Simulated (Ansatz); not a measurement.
CH$_{2}$FSi (charge +1): geometry relaxation

System: CH$_{2}$FSi, charge +1.
Method: RKS PBE-D4/def2-SVP (Ansatz 0.2.0).

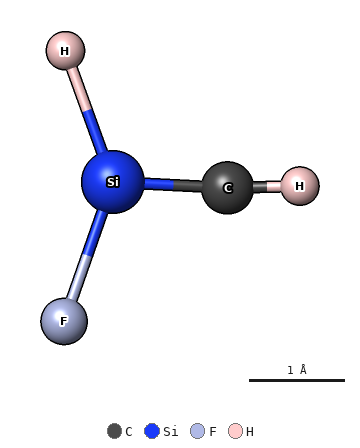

**Figure 1.** The input geometry (ball-and-stick view, seen on its broad side). Bond lengths as drawn: C–H 0.76 Å, C–Si 1.21 Å, F–Si 1.56 Å and H–Si 1.47 Å.

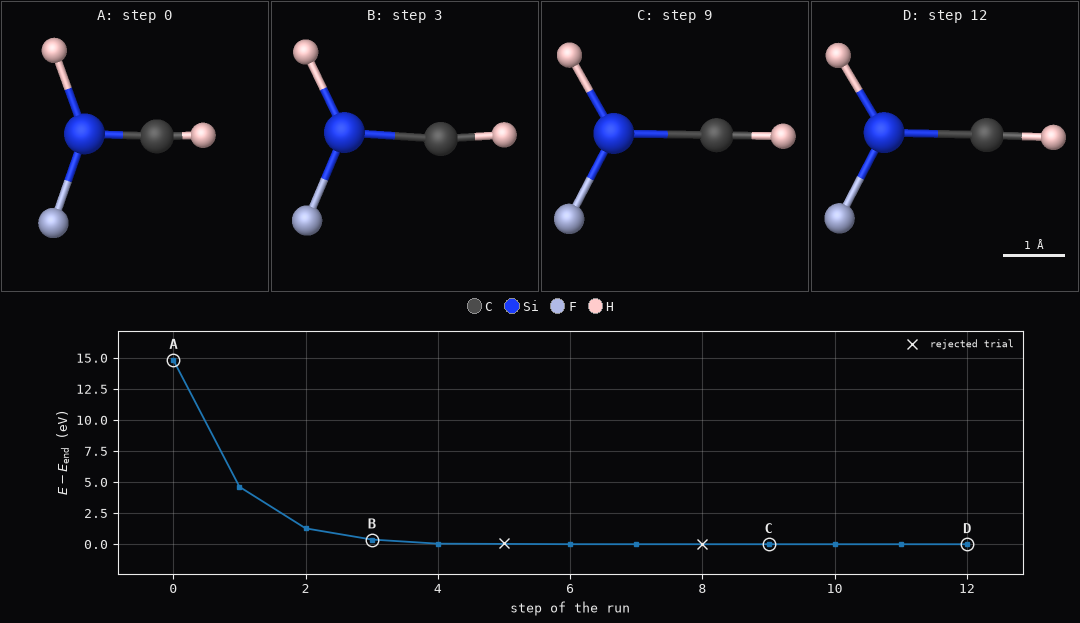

**Figure 2.** Frames of the relaxation (ball-and-stick view, seen on its broad side) above the curves, on which the letters mark them (the first geometry is step 0 here and step 1 in the log).

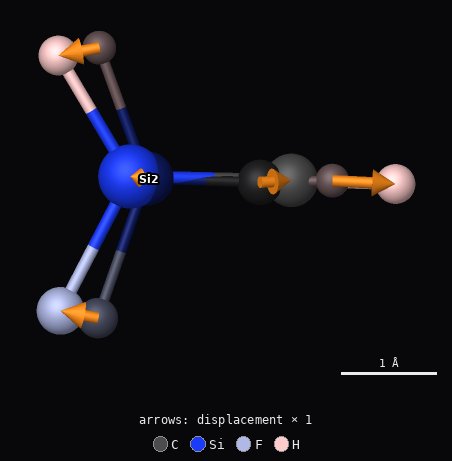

**Figure 3.** Start (faint) and end (solid) with the displacements as orange arrows, at true length (ball-and-stick view, seen on its broad side). The two geometries are laid on each other by the best rigid fit. The largest move after the best rigid fit is that of H4, 0.66 Å. By element the largest moves are H 0.66 Å, F 0.40 Å, C 0.37 Å, Si 0.19 Å. Distances before and after: C1–Si2 1.214 → 1.759 Å, C1–H4 0.763 → 1.107 Å, Si2–F3 1.557 → 1.596 Å, Si2–H5 1.470 → 1.483 Å. Among the angles that change: F3–Si2–H5 140.9° → 122.0°, Si2–C1–H4 170.5° → 156.9°, C1–Si2–H5 112.4° → 121.9°. After 12 geometry steps the energy has fallen by 14.837 eV. Largest force component: 50 eV/Å at the start, 0.021 eV/Å at the end. The line search rejected the trial steps at points 5, 8 (counted from 0) and went back. (Atoms are counted from 1 in the order of the input.)

These pictures come from the run below.

**Input file**
```yaml
crystal:
  periodic: [false, false, false]
  atoms:
    - {symbol: C, position_ang: [-0.647476, -0.367803, -0.228838]}
    - {symbol: Si, position_ang: [0.375232, 0.181511, 0.125764]}
    - {symbol: F, position_ang: [0.204680, 1.694065, -0.203918]}
    - {symbol: H, position_ang: [-1.306826, -0.738674, -0.328413]}
    - {symbol: H, position_ang: [1.374389, -0.769099, 0.635404]}
basis:
  gaussian: {orbitals: def2-SVP}
total_charge: 1
hamiltonian: {xc: pbe, dispersion: d4}
relax: {f_tol: 0.03, max_steps: 250}
```

Launch command:
```bash
ansatz run in.yaml --threads 2 --pin off --events-out ev --progress --plain --max-ram 4352MiB
```

**Log**
```
Functional definition: PBE
  name "PBE"
  cite "Perdew, Burke & Ernzerhof, Phys. Rev. Lett. 77, 3865 (1996) doi:10.1103/PhysRevLett.77.3865"
  parent pbe
  parameter kappa = 0.804
  parameter beta = 0.06672455060314922
  exchange = pbe_x(kappa = kappa, mu = beta*pi^2/3)
  correlation = pbe_c(beta = beta)
618 factors; their error is unknown
mean field evaluation 1: about -11571.9391 eV, gradient 1.3e2 eV
mean field evaluation 2: about -11312.6822 eV, gradient 2.9e2 eV
mean field evaluation 4: about -11578.5891 eV, gradient 1.4e2 eV
mean field evaluation 8: about -11623.5965 eV, gradient 3.1e-1 eV
mean field evaluation 16: about -11623.5401 eV, gradient 2.4e-3 eV
mean field -11623.54008586 eV, -427.1572194371 hartree, gradient 2.2e-5 eV, S^2 0.000000; 0 other end points of the search recorded, 0 dependent functions left out
the calculation of the forces begins
reference -11623.54011047 eV, -427.1572203413 hartree; 15, 15 occupied and 41, 41 virtual orbitals, 618 factors
relax step   1: F+E_penalty+E_count = -11623.60135342 eV  Δ(F+E_penalty+E_count) = +0.000e0 eV  max|allowed force component| = 4.981e1 eV/Å  Δτ_max = 0.0000 Å  (29 SCF iters, accepted)
these checks for a lower state are left out or cut short: starts, cluster_reference, orbital_swaps, neighbouring_geometries, increment
618 factors; their error is unknown
mean field -11633.75361825 eV, -427.5325598292 hartree, gradient 2.5e-5 eV, S^2 0.000000; 0 other end points of the search recorded, 0 dependent functions left out
the calculation of the forces begins
reference -11633.75364331 eV, -427.5325607501 hartree; 15, 15 occupied and 41, 41 virtual orbitals, 618 factors
relax step   2: F+E_penalty+E_count = -11633.81451826 eV  Δ(F+E_penalty+E_count) = -1.021e1 eV  max|allowed force component| = 2.005e1 eV/Å  Δτ_max = 0.1949 Å  (33 SCF iters, accepted)
these checks for a lower state are left out or cut short: starts, cluster_reference, orbital_swaps, neighbouring_geometries, increment
618 factors; their error is unknown
mean field evaluation 32: about -11637.1457 eV, gradient 9.7e-3 eV
mean field -11637.09904215 eV, -427.6555018902 hartree, gradient 2.0e-5 eV, S^2 0.000000; 0 other end points of the search recorded, 0 dependent functions left out
the calculation of the forces begins
reference -11637.09906695 eV, -427.6555028014 hartree; 15, 15 occupied and 41, 41 virtual orbitals, 618 factors
relax step   3: F+E_penalty+E_count = -11637.15912893 eV  Δ(F+E_penalty+E_count) = -3.345e0 eV  max|allowed force component| = 6.383e0 eV/Å  Δτ_max = 0.1654 Å  (33 SCF iters, accepted)
these checks for a lower state are left out or cut short: starts, cluster_reference, orbital_swaps, neighbouring_geometries, increment
618 factors; their error is unknown
mean field -11638.00099368 eV, -427.6886479973 hartree, gradient 1.5e-5 eV, S^2 0.000000; 0 other end points of the search recorded, 0 dependent functions left out
the calculation of the forces begins
reference -11638.00101892 eV, -427.6886489249 hartree; 15, 15 occupied and 41, 41 virtual orbitals, 618 factors
relax step   4: F+E_penalty+E_count = -11638.06027190 eV  Δ(F+E_penalty+E_count) = -9.011e-1 eV  max|allowed force component| = 2.808e0 eV/Å  Δτ_max = 0.1995 Å  (34 SCF iters, accepted)
these checks for a lower state are left out or cut short: starts, cluster_reference, orbital_swaps, neighbouring_geometries, increment
618 factors; their error is unknown
mean field -11638.33419588 eV, -427.7008929524 hartree, gradient 1.8e-5 eV, S^2 0.000000; 0 other end points of the search recorded, 0 dependent functions left out
the calculation of the forces begins
reference -11638.33422144 eV, -427.7008938917 hartree; 15, 15 occupied and 41, 41 virtual orbitals, 618 factors
relax step   5: F+E_penalty+E_count = -11638.39258256 eV  Δ(F+E_penalty+E_count) = -3.323e-1 eV  max|allowed force component| = 1.705e0 eV/Å  Δτ_max = 0.1946 Å  (35 SCF iters, accepted)
these checks for a lower state are left out or cut short: starts, cluster_reference, orbital_swaps, neighbouring_geometries, increment
618 factors; their error is unknown
mean field -11638.31157770 eV, -427.7000617494 hartree, gradient 1.7e-5 eV, S^2 0.000000; 0 other end points of the search recorded, 0 dependent functions left out
the calculation of the forces begins
reference -11638.31160321 eV, -427.7000626872 hartree; 15, 15 occupied and 41, 41 virtual orbitals, 618 factors
relax step   6: F+E_penalty+E_count = -11638.36950496 eV  Δ(F+E_penalty+E_count) = +2.308e-2 eV  max|allowed force component| = 4.985e-1 eV/Å  Δτ_max = 0.1400 Å  (35 SCF iters, rejected (line search))
these checks for a lower state are left out or cut short: starts, cluster_reference, orbital_swaps, neighbouring_geometries, increment
618 factors; their error is unknown
mean field evaluation 64: about -11638.3759 eV, gradient 1.1e-1 eV
mean field -11638.37596439 eV, -427.7024279168 hartree, gradient 1.0e-5 eV, S^2 0.000000; 0 other end points of the search recorded, 0 dependent functions left out
the calculation of the forces begins
reference -11638.37598984 eV, -427.7024288520 hartree; 15, 15 occupied and 41, 41 virtual orbitals, 618 factors
relax step   7: F+E_penalty+E_count = -11638.43420366 eV  Δ(F+E_penalty+E_count) = -4.162e-2 eV  max|allowed force component| = 4.390e-1 eV/Å  Δτ_max = 0.0509 Å  (27 SCF iters, accepted)
these checks for a lower state are left out or cut short: starts, cluster_reference, orbital_swaps, neighbouring_geometries, increment
618 factors; their error is unknown
mean field -11638.37748058 eV, -427.7024836358 hartree, gradient 1.2e-5 eV, S^2 0.000000; 0 other end points of the search recorded, 0 dependent functions left out
the calculation of the forces begins
reference -11638.37750603 eV, -427.7024845709 hartree; 15, 15 occupied and 41, 41 virtual orbitals, 618 factors
relax step   8: F+E_penalty+E_count = -11638.43562359 eV  Δ(F+E_penalty+E_count) = -1.420e-3 eV  max|allowed force component| = 1.517e-1 eV/Å  Δτ_max = 0.0312 Å  (29 SCF iters, accepted)
these checks for a lower state are left out or cut short: starts, cluster_reference, orbital_swaps, neighbouring_geometries, increment
618 factors; their error is unknown
mean field -11638.33055604 eV, -427.7007591906 hartree, gradient 2.0e-5 eV, S^2 0.000000; 0 other end points of the search recorded, 0 dependent functions left out
the calculation of the forces begins
reference -11638.33058141 eV, -427.7007601231 hartree; 15, 15 occupied and 41, 41 virtual orbitals, 618 factors
relax step   9: F+E_penalty+E_count = -11638.38876267 eV  Δ(F+E_penalty+E_count) = +4.686e-2 eV  max|allowed force component| = 6.051e-1 eV/Å  Δτ_max = 0.0954 Å  (28 SCF iters, rejected (line search))
these checks for a lower state are left out or cut short: starts, cluster_reference, orbital_swaps, neighbouring_geometries, increment
618 factors; their error is unknown
mean field -11638.37933656 eV, -427.7025518419 hartree, gradient 2.3e-5 eV, S^2 0.000000; 0 other end points of the search recorded, 0 dependent functions left out
the calculation of the forces begins
reference -11638.37936197 eV, -427.7025527756 hartree; 15, 15 occupied and 41, 41 virtual orbitals, 618 factors
relax step  10: F+E_penalty+E_count = -11638.43752112 eV  Δ(F+E_penalty+E_count) = -1.898e-3 eV  max|allowed force component| = 1.770e-1 eV/Å  Δτ_max = 0.0476 Å  (29 SCF iters, accepted)
these checks for a lower state are left out or cut short: starts, cluster_reference, orbital_swaps, neighbouring_geometries, increment
618 factors; their error is unknown
mean field evaluation 96: about -11638.3794 eV, gradient 1.3e-5 eV
mean field -11638.37938477 eV, -427.7025536134 hartree, gradient 1.3e-5 eV, S^2 0.000000; 0 other end points of the search recorded, 0 dependent functions left out
the calculation of the forces begins
reference -11638.37941013 eV, -427.7025545455 hartree; 15, 15 occupied and 41, 41 virtual orbitals, 618 factors
relax step  11: F+E_penalty+E_count = -11638.43758167 eV  Δ(F+E_penalty+E_count) = -6.055e-5 eV  max|allowed force component| = 1.284e-1 eV/Å  Δτ_max = 0.0197 Å  (29 SCF iters, accepted)
these checks for a lower state are left out or cut short: starts, cluster_reference, orbital_swaps, neighbouring_geometries, increment
618 factors; their error is unknown
mean field -11638.37967282 eV, -427.7025641992 hartree, gradient 9.9e-6 eV, S^2 0.000000; 0 other end points of the search recorded, 0 dependent functions left out
the calculation of the forces begins
reference -11638.37969831 eV, -427.7025651359 hartree; 15, 15 occupied and 41, 41 virtual orbitals, 618 factors
relax step  12: F+E_penalty+E_count = -11638.43780704 eV  Δ(F+E_penalty+E_count) = -2.254e-4 eV  max|allowed force component| = 5.562e-2 eV/Å  Δτ_max = 0.0338 Å  (28 SCF iters, accepted)
these checks for a lower state are left out or cut short: starts, cluster_reference, orbital_swaps, neighbouring_geometries, increment
618 factors; their error is unknown
mean field -11638.38049810 eV, -427.7025945274 hartree, gradient 7.9e-6 eV, S^2 0.000000; 0 other end points of the search recorded, 0 dependent functions left out
the calculation of the forces begins
reference -11638.38052351 eV, -427.7025954615 hartree; 15, 15 occupied and 41, 41 virtual orbitals, 618 factors
relax step  13: F+E_penalty+E_count = -11638.43867133 eV  Δ(F+E_penalty+E_count) = -8.643e-4 eV  max|allowed force component| = 2.137e-2 eV/Å  Δτ_max = 0.0220 Å  (29 SCF iters, accepted)
618 factors; their error is unknown
mean field -11638.38049810 eV, -427.7025945274 hartree, gradient 8.0e-6 eV, S^2 0.000000; 2 other end points of the search recorded, 0 dependent functions left out
the calculation of the forces begins
reference -11638.38052351 eV, -427.7025954615 hartree; 15, 15 occupied and 41, 41 virtual orbitals, 618 factors
Total energy: -11638.43869675 eV, -427.7047332884 hartree
Atom 0 at    -0.895311    -0.564294    -0.422670 Å, force    -0.005107    -0.018123     0.001131 eV/Å
Atom 1 at     0.517231     0.255323     0.232122 Å, force     0.001097     0.002059     0.000041 eV/Å
Atom 2 at     0.576171     1.815751    -0.098595 Å, force    -0.000007     0.021370    -0.001952 eV/Å
Atom 3 at    -1.906489    -1.013903    -0.414206 Å, force    -0.002888     0.004942    -0.002559 eV/Å
Atom 4 at     1.708397    -0.492877     0.703347 Å, force     0.006905    -0.010248     0.003339 eV/Å
Dipole moment:    -0.227061    -0.743948     0.198932 e Å
```

**Trajectory as extended XYZ (Å, eV, eV/Å), 13 frames, from step=1 to step=13**
```
5
Properties=species:S:1:pos:R:3:forces:R:3 step=1 energy=-11623.60135
C    -0.6475   -0.3678   -0.2288  -23.2552 -12.0147 -12.3338
Si    0.3752    0.1815    0.1258   49.8143  25.4113  17.0603
F     0.2047    1.6941   -0.2039    0.4935   2.9263  -0.2922
H    -1.3068   -0.7387   -0.3284  -27.8739 -16.0040  -4.8220
H     1.3744   -0.7691    0.6354    0.8213  -0.3190   0.3876
5
Properties=species:S:1:pos:R:3:forces:R:3 step=2 energy=-11633.81452
C    -0.6682   -0.3881   -0.2449  -13.2641  -7.3473  -5.6277
Si    0.4946    0.2493    0.1594   20.0474   9.8073   6.9874
F     0.2386    1.7428   -0.1983    0.5096   2.6824  -0.2547
H    -1.4703   -0.8388   -0.3633   -8.5071  -4.8919  -1.6055
H     1.4053   -0.7651    0.6471    1.2142  -0.2504   0.5004
5
Properties=species:S:1:pos:R:3:forces:R:3 step=3 energy=-11637.15913
C    -0.7320   -0.4267   -0.2664   -4.4415  -2.5960  -1.8976
Si    0.5610    0.2877    0.2015    6.3829   2.6789   2.3672
F     0.2843    1.7912   -0.1982    0.6334   1.3897  -0.0017
H    -1.6164   -0.9026   -0.4077   -3.3656  -1.8358  -0.7158
H     1.5031   -0.7495    0.6708    0.7908   0.3633   0.2480
5
Properties=species:S:1:pos:R:3:forces:R:3 step=4 energy=-11638.06027
C    -0.8646   -0.4399   -0.2799   -1.5573  -1.3861  -0.7702
Si    0.4994    0.2629    0.2948    2.8085   1.4814   0.7338
F     0.4621    1.7803   -0.1844    0.3242   0.6301   0.1864
H    -1.7355   -0.9975   -0.4733   -1.8606  -0.7833  -0.4135
H     1.6386   -0.6058    0.6428    0.2851   0.0579   0.2635
5
Properties=species:S:1:pos:R:3:forces:R:3 step=5 energy=-11638.39258
C    -0.8587   -0.5727   -0.3837   -1.7051  -0.5062  -0.4069
Si    0.5470    0.2260    0.2021    0.9597   0.6168   0.4610
F     0.4936    1.8049   -0.1100    0.1100  -0.4161   0.0479
H    -1.9211   -0.9506   -0.4384    0.7703   0.1011   0.0131
H     1.7392   -0.5076    0.7301   -0.1348   0.2044  -0.1151
5
Properties=species:S:1:pos:R:3:forces:R:3 step=6 energy=-11638.36951 accepted=F
C    -0.9441   -0.5594   -0.3833   -0.2099  -0.3212  -0.0400
Si    0.4844    0.2266    0.2989    0.4985   0.4803  -0.3444
F     0.6311    1.7780   -0.1096   -0.3172  -0.3223   0.1563
H    -1.9598   -1.0308   -0.4833    0.4617   0.3347   0.1680
H     1.7885   -0.4145    0.6773   -0.4330  -0.1714   0.0601
5
Properties=species:S:1:pos:R:3:forces:R:3 step=7 energy=-11638.43420
C    -0.8960   -0.5622   -0.3909   -0.4390  -0.2073  -0.0925
Si    0.5337    0.2310    0.2271    0.1945   0.1381   0.0776
F     0.5433    1.7949   -0.1053    0.0157  -0.0129   0.0081
H    -1.9252   -0.9860   -0.4448    0.2772   0.0888   0.0230
H     1.7442   -0.4778    0.7140   -0.0486  -0.0067  -0.0162
5
Properties=species:S:1:pos:R:3:forces:R:3 step=8 energy=-11638.43562
C    -0.8995   -0.5758   -0.3915   -0.1517   0.0740  -0.0788
Si    0.5263    0.2432    0.2185    0.1080   0.0346   0.0796
F     0.5694    1.8094   -0.0961   -0.0385  -0.0463  -0.0294
H    -1.9225   -0.9994   -0.4397    0.1013  -0.0367   0.0320
H     1.7263   -0.4773    0.7088   -0.0191  -0.0256  -0.0034
5
Properties=species:S:1:pos:R:3:forces:R:3 step=9 energy=-11638.38876 accepted=F
C    -0.9439   -0.4967   -0.3701    0.6051  -0.3692   0.1744
Si    0.4995    0.2683    0.2875   -0.2117   0.2275  -0.4794
F     0.6094    1.8079   -0.1252   -0.0043   0.0829   0.1845
H    -1.8730   -1.0781   -0.4610   -0.3556   0.1614   0.0159
H     1.7081   -0.5013    0.6689   -0.0335  -0.1026   0.1046
5
Properties=species:S:1:pos:R:3:forces:R:3 step=10 energy=-11638.43752
C    -0.8943   -0.5574   -0.4128   -0.0314  -0.0246  -0.0137
Si    0.5152    0.2698    0.2326    0.0436  -0.1770   0.0277
F     0.5811    1.8257   -0.1019    0.0258   0.1289  -0.0099
H    -1.8955   -1.0280   -0.4160   -0.0087   0.0080   0.0028
H     1.6935   -0.5101    0.6982   -0.0292   0.0647  -0.0069
5
Properties=species:S:1:pos:R:3:forces:R:3 step=11 energy=-11638.43758
C    -0.8905   -0.5651   -0.4305   -0.0971  -0.0601  -0.0441
Si    0.5069    0.2606    0.2389    0.1284   0.1136   0.0094
F     0.5858    1.8191   -0.0986   -0.0198   0.0013   0.0088
H    -1.8980   -1.0188   -0.4058   -0.0550  -0.0189  -0.0095
H     1.6958   -0.4958    0.6960    0.0434  -0.0359   0.0353
5
Properties=species:S:1:pos:R:3:forces:R:3 step=12 energy=-11638.43781
C    -0.9017   -0.5616   -0.4092    0.0277   0.0161   0.0157
Si    0.5267    0.2543    0.2122   -0.0556  -0.0086   0.0421
F     0.5764    1.8209   -0.0932    0.0056  -0.0255  -0.0179
H    -1.9095   -1.0197   -0.4206    0.0306   0.0120  -0.0077
H     1.7082   -0.4938    0.7107   -0.0083   0.0060  -0.0321
5
Properties=species:S:1:pos:R:3:forces:R:3 step=13 energy=-11638.43867
C    -0.8953   -0.5643   -0.4227   -0.0051  -0.0181   0.0011
Si    0.5172    0.2553    0.2321    0.0011   0.0021   0.0000
F     0.5762    1.8158   -0.0986    0.0000   0.0214  -0.0020
H    -1.9065   -1.0139   -0.4142   -0.0029   0.0049  -0.0026
H     1.7084   -0.4929    0.7033    0.0069  -0.0102   0.0033
```

**Results in brief**

- outcome: converged
- total energy: −11638.4387 eV
- mean-field energy: −11638.3805 eV
- dispersion energy: −0.0582 eV
- SCF solution under orbital rotations: stable
- largest force (length of the vector) at the end: 0.021 eV/Å
- hardware: 2 threads of Arm Neoverse V2, 108 GiB of memory available, shared host
- wall time: 14 s (CPU time 18 s)
- peak memory: 0.12 GiB
